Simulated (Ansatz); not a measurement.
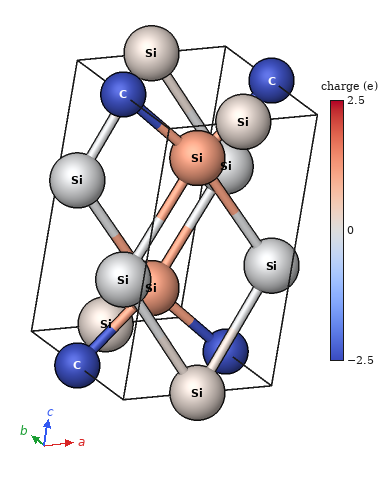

The crystal in a ball-and-stick representation, seen slightly off an axis. The lines enclose the cell (the run's own, in a reduced setting); boundary atoms appear with their images. The atoms of this Si₅C cell are coloured by their Bader charge.

The calculation used DFT PBE, scalar-relativistic, plane waves, PAW in Ansatz 0.2.0, with a basis cut at 420 eV, k-points about 0.17 Å⁻¹ apart, Gaussian smearing of 0.1 eV, no spin polarisation.

Q: What charges do the elements carry?

A: Most positive: Si; most negative: C. Charges: about Si 0.0 to +1.2 e; C -2.4 e.

The cell started as a structure type filled with these elements by a generator (whether the compound takes this form wasn't checked). Earlier steps of the study, as a rule a relaxation of our own, may have changed the cell and positions, so they can lie some per cent off the listed ones. It was the input of a calculation with Ansatz.
